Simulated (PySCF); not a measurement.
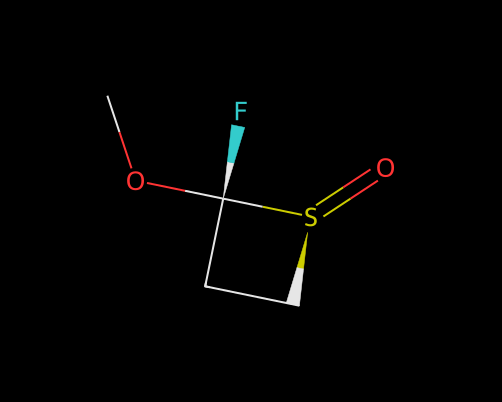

2D structure.

**Transcribe the drawing into SMILES.**

CO[C@@]1(F)CC[S@@]1=O

**What is the molecular formula?**

C4H7FO2S.

**An optimisation with GFN2-xTB gave a structure of which point group?**

C1.

More results for the same structure follow; atom numbers are the same in all pictures, views and colours differ. The computed structure is the end point of a GFN2-xTB optimisation. No frequency run is at hand to confirm it as a minimum.

## Shape

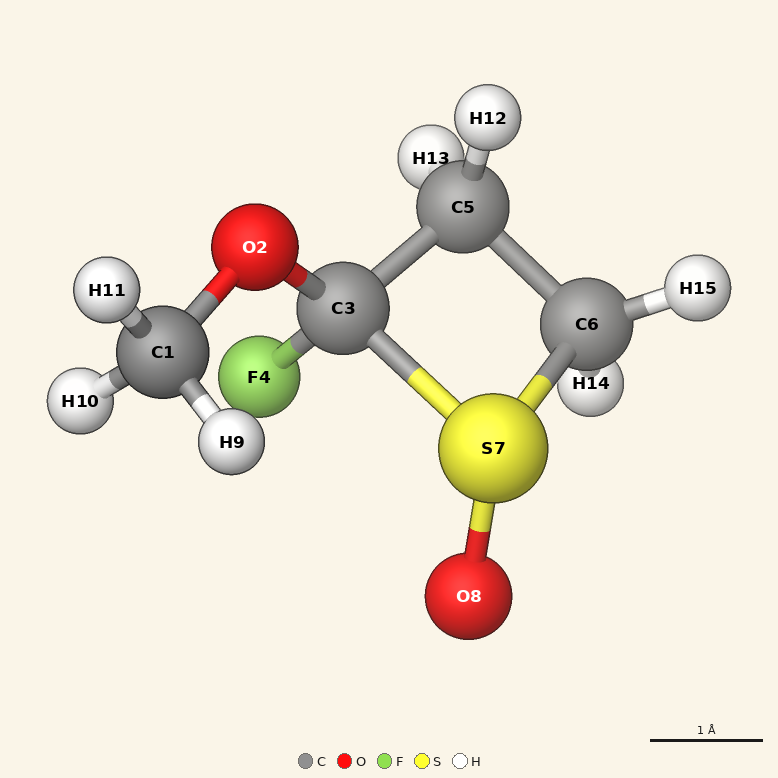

Numbered structure. No frequency run is at hand to confirm it as a minimum.

Give the bond lengths.

```csv
bond,length (Å),order
C1–O2,1.422,single
C1–H9,1.095,single
C1–H10,1.092,single
C1–H11,1.086,single
O2–C3,1.354,single
C3–F4,1.373,single
C3–C5,1.522,single
C3–S7,1.928,single
C5–C6,1.524,single
C5–H12,1.089,single
C5–H13,1.090,single
C6–S7,1.871,single
C6–H14,1.086,single
C6–H15,1.085,single
S7–O8,1.455,double
```

## Charges

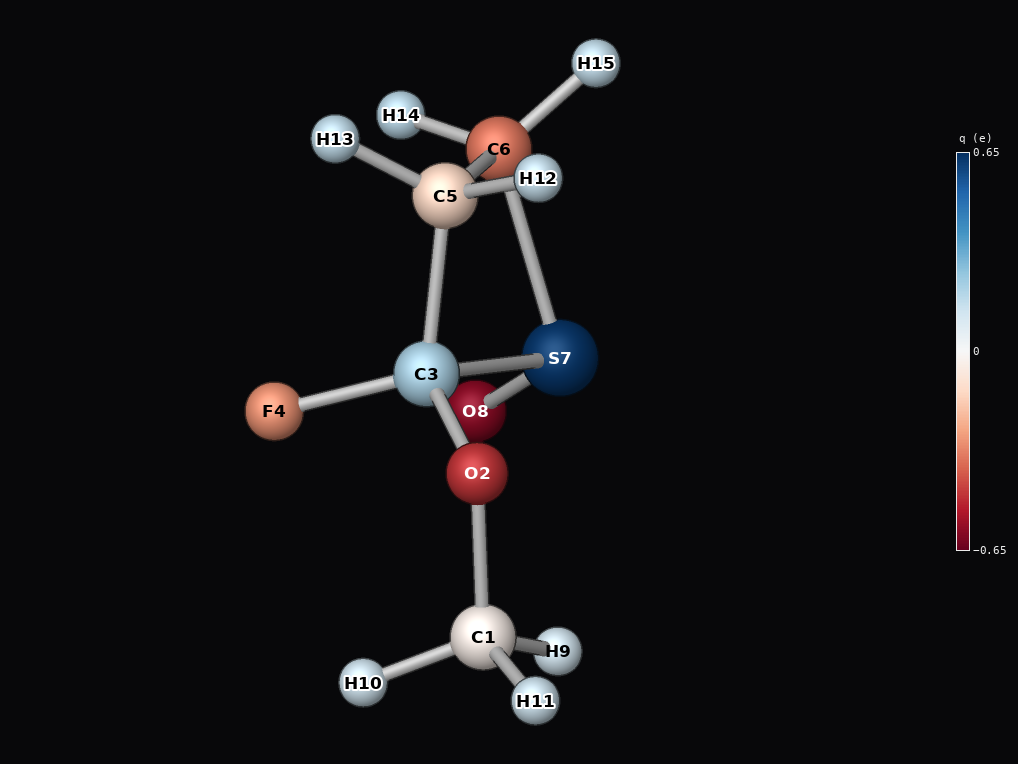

Atoms are coloured by their Mulliken charges. No frequency run is at hand to confirm it as a minimum. Properties computed with PBE0/pcSseg-1, gas phase (PySCF 2.14.0).

Give the Mulliken charges atom by atom.

```csv
atom,value (e)
C1,−0.04
O2,−0.47
C3,0.21
F4,−0.29
C5,−0.13
C6,−0.34
S7,0.63
O8,−0.59
H9,0.12
H10,0.13
H11,0.13
H12,0.15
H13,0.16
H14,0.17
H15,0.16
```

## NMR shielding

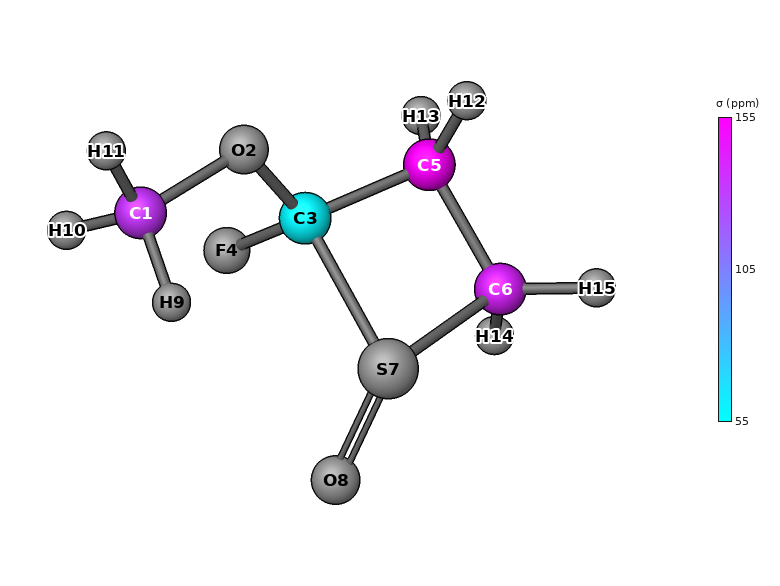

Atoms are coloured by their isotropic NMR shieldings (C only, the others grey). No frequency run is at hand to confirm it as a minimum. Method: GIAO PBE0/pcSseg-1 NMR shielding, non-relativistic, gas phase (PySCF 2.14.0).

**Which C atom is the most shielded (lowest chemical shift)?**

C5 (154.3 ppm).

**Which C atom is the least shielded (highest chemical shift)?**

C3 (58.4 ppm).

**How wide is the range of C shifts?**

95.9 ppm.

Give the isotropic NMR shieldings of the C atoms atom by atom.

```
atom  σ (ppm)
  C1    133.4
  C3     58.4
  C5    154.3
  C6    140.9
```

## Electronic properties

No frequency run is at hand to confirm it as a minimum. Level of theory: PBE0/def2-SVPD, gas phase (PySCF 2.14.0). Excitations: vertical, linear response.

**What is the brightest of the 6 lowest singlets?**

6.50 eV.

**What is the LUMO energy (Kohn–Sham orbital)?**

−0.17 eV.

**Estimate the HOMO energy (Kohn–Sham orbital).**

−6.81 eV.

**What is the mean static polarisability?**

75.9 bohr³.

Mulliken values depend strongly on the basis set and can even reverse the polarity of a bond.
